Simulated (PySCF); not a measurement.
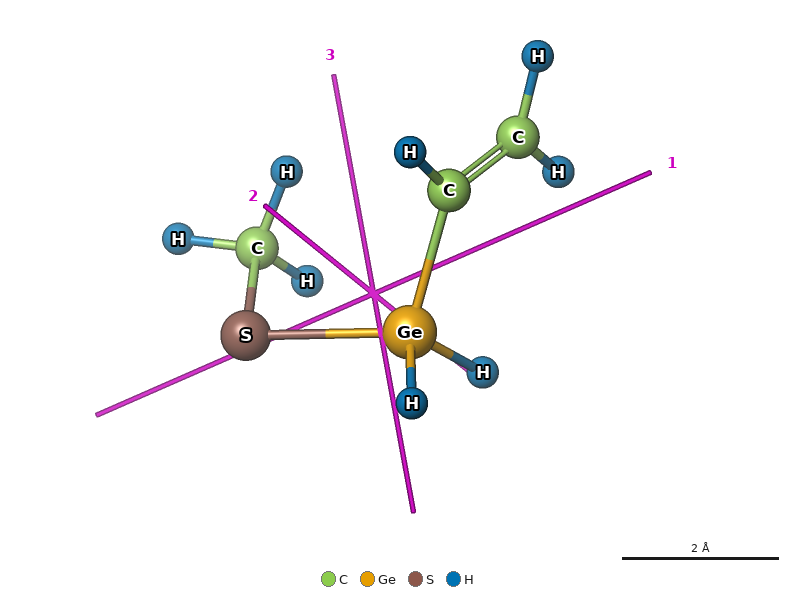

The three principal axes of inertia are drawn and numbered. Distant atoms are faded towards the background colour. The computed structure is the end point of a PBE0-D3(BJ)/def2-SVP optimisation. No frequency run is at hand to confirm it as a minimum. Masses are those of the most abundant isotopes; constants are for the rigid equilibrium geometry.

**Which line is the a axis (least moment of inertia), which b and which c?**

a is line 1, b is line 3, c is line 2; the moments are 139, 287, 382 u Å².

**Classify the rotor and give the rotational constants (cm⁻¹).**

An asymmetric top (C1): A = 0.122, B = 0.0587, C = 0.0442 cm⁻¹. Ray's parameter κ is −0.62, nearer the prolate limit.
